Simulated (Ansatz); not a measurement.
**C2H7Al (SMILES C[CH2][AlH2]): HF/6-311+G(d,p)**

What is the vertical ionisation energy of C2H7Al at HF/6-311+G**? 

The calculation is run with Ansatz 0.2.0.

21 further runs of the same task are left out: 21 set aside as unsound or not needed. Runs told in other sessions of the task aren't counted.

## Step 1: The molecule

The species is C2H7Al (10 atoms), meant as a singlet with charge 0. As SMILES, `C[CH2][AlH2]`. The shape is that of a PBE0-D4/def2-TZVP optimisation.

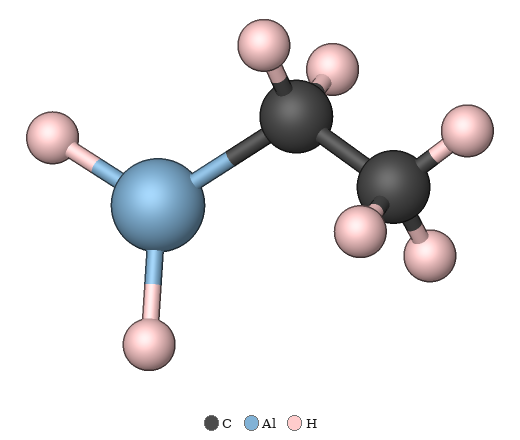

The structure, seen from a chosen angle (carbon dark grey, aluminium light blue, hydrogen pink).

## Step 2: A single-point energy at HF/6-311+G(d,p)

molecule.yaml

```yaml
crystal:
  periodic: [false, false, false]
  atoms:
    - {symbol: C, position_ang: [-0.939200, 0.315000, -0.881100]}
    - {symbol: C, position_ang: [-0.218500, -0.592500, 0.114200]}
    - {symbol: Al, position_ang: [1.379400, 0.134900, 0.981700]}
    - {symbol: H, position_ang: [-1.818700, -0.166800, -1.319100]}
    - {symbol: H, position_ang: [-0.285500, 0.607100, -1.707400]}
    - {symbol: H, position_ang: [-1.279400, 1.241200, -0.410000]}
    - {symbol: H, position_ang: [0.075900, -1.534200, -0.370400]}
    - {symbol: H, position_ang: [-0.905800, -0.910100, 0.910700]}
    - {symbol: H, position_ang: [2.176600, -0.747600, 2.039500]}
    - {symbol: H, position_ang: [1.898300, 1.601800, 0.644700]}
basis:
  gaussian:
    orbitals: 6-311+G_st__st_-spherical.json
hamiltonian:
  xc: hf
accuracy: high
output: {orbitals: {seedname: orbitals}}
```

The basis set 6-311+G** is read from a file made from the Basis Set Exchange's data (not shown).

The run is started by

```console
ansatz run molecule.yaml --threads 1 --pin off --max-ram 2610MiB --events-out events.jsonl --progress --plain --runs-dir runs
```

The log of the run:

```text
Warning: RAYON_NUM_THREADS=1 ignored (pool sized by the plan → 1); use --threads N
Functional definition: HF
  name "HF"
  exchange = exact_x
  correlation = 0
2258 factors; integrals over basis functions are off by at most 4.2e-9 eV
mean field evaluation 1: about -8751.6359 eV, gradient 3.4e1 eV
mean field evaluation 2: about -8751.6383 eV, gradient 3.4e1 eV
mean field evaluation 4: about -8754.7742 eV, gradient 2.9e0 eV
mean field evaluation 8: about -8754.8108 eV, gradient 1.1e-1 eV
mean field -8754.81081638 eV, -321.7333632782 hartree, gradient 1.9e-8 eV, S^2 0.000000; 0 other end points of the search recorded, 0 dependent functions left out
reference -8754.81081638 eV, -321.7333632782 hartree; 16, 16 occupied and 100, 100 virtual orbitals, 2258 factors
Total energy: -8754.81081638 eV, -321.7333632782 hartree
```

It took 3.9 s on 1 thread of Arm Neoverse V1, shared host; peak memory 0.33 GiB.

## Step 3: The doublet cation, same level

Changes to molecule.yaml since step 2:

```diff
@@ -14,6 +14,6 @@
 basis:
-  gaussian:
-    orbitals: 6-311+G_st__st_-spherical.json
-hamiltonian:
-  xc: hf
+  gaussian: {orbitals: 6-311+G_st__st_-spherical.json}
+total_charge: 1
+magnetization: {spin_polarized: true, initial_magnetization: 1}
+hamiltonian: {xc: hf}
 accuracy: high
```

The basis set 6-311+G** is read from a file made from the Basis Set Exchange's data (not shown).

The run is started by

```console
ansatz run molecule.yaml --threads 1 --pin off --max-ram 2610MiB --events-out events.jsonl --progress --plain --runs-dir runs
```

The log of the run:

```text
Warning: RAYON_NUM_THREADS=1 ignored (pool sized by the plan → 1); use --threads N
Functional definition: HF
  name "HF"
  exchange = exact_x
  correlation = 0
2258 factors; integrals over basis functions are off by at most 4.2e-9 eV
mean field evaluation 1: about -8735.6019 eV, gradient 4.0e1 eV
mean field evaluation 2: about -8735.6058 eV, gradient 4.0e1 eV
mean field evaluation 4: about -8744.0983 eV, gradient 4.9e0 eV
mean field evaluation 8: about -8744.7197 eV, gradient 9.6e-1 eV
mean field evaluation 16: about -8745.7876 eV, gradient 4.7e-1 eV
mean field evaluation 32: about -8745.7665 eV, gradient 8.8e-1 eV
mean field evaluation 64: about -8739.8356 eV, gradient 1.0e1 eV
mean field -8745.79198934 eV, -321.4019274977 hartree, gradient 9.5e-8 eV, S^2 0.763830; 2 other end points of the search recorded, 0 dependent functions left out
reference -8745.79198934 eV, -321.4019274977 hartree; 16, 15 occupied and 100, 101 virtual orbitals, 2258 factors
Total energy: -8745.79198934 eV, -321.4019274977 hartree
```

Run time: 8.7 s. Hardware: 1 thread of Arm Neoverse V1, shared host; peak memory 0.38 GiB.

## Step 4: Results

At HF/6-311+G**:

| quantity | value |
| --- | --- |
| singlet C2H7Al: total energy | -321.73336 Eh |
| singlet C2H7Al: HOMO energy | -10.55 eV |
| singlet C2H7Al: LUMO energy | 0.85 eV |
| singlet C2H7Al: HOMO–LUMO gap | 11.39 eV |
| doublet cation: total energy | -321.40193 Eh |
| doublet cation: HOMO energy (highest over α and β) | -16.59 eV |
| doublet cation: LUMO energy (lowest over α and β) | -7.60 eV |
| doublet cation: ⟨S²⟩ | 0.764 |
| vertical ionisation energy (to the doublet cation) | 9.019 eV |

In words: Removing an electron at fixed nuclei costs 9.02 eV (208 kcal/mol). −ε(HOMO) before ionisation, 10.55 eV, is 1.53 eV above this ionisation energy.
